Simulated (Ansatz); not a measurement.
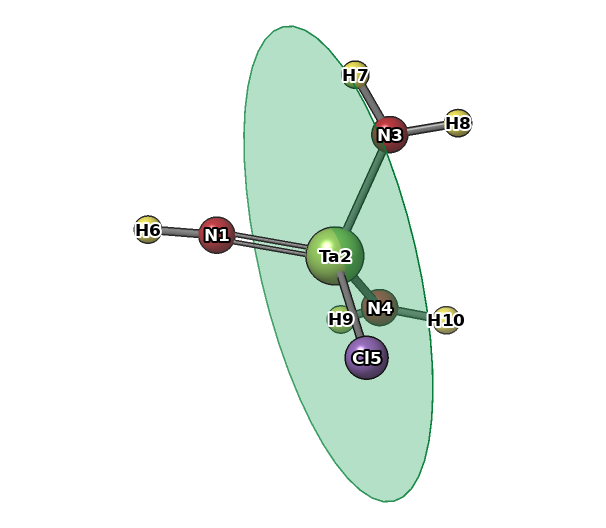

A disc through the centre of mass is drawn in. Distant atoms are faded towards the background colour. The species is neutral and a spin singlet. The geometry was computed by an optimisation with PBE0-D4/def2-TZVP.

Is the plane of the disc a mirror plane of the structure?

Answer. No. The point group is Cs, with 1 mirror plane, and this plane isn't one of its mirror planes.
